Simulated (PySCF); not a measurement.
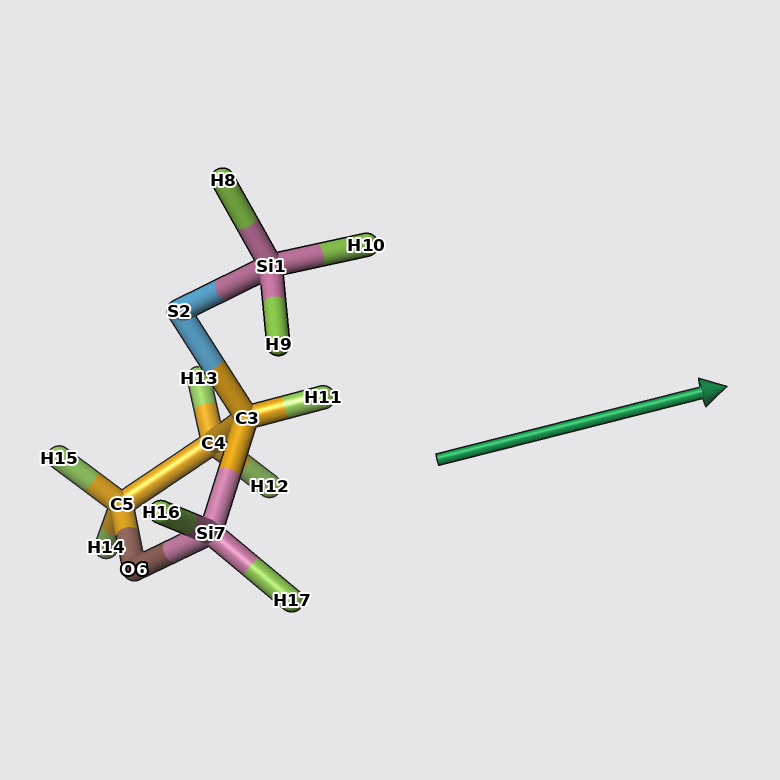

The arrow beside the molecule shows the direction of the dipole moment, from the negative to the positive end (its length means nothing). Computed geometry: GFN2-xTB optimisation. No frequency run is at hand to confirm it as a minimum. Method: PBE0/pcSseg-1, gas phase (PySCF 2.14.0).

### How large is the dipole moment?

1.79 D; it points from the side of H15 to the side of H10 (the outermost atoms at the two ends).

The geometry is semi-empirical. Around Si such bond lengths and angles can be off by a tenth of an ångström or more and by several degrees, and values that hang on the shape move with them.
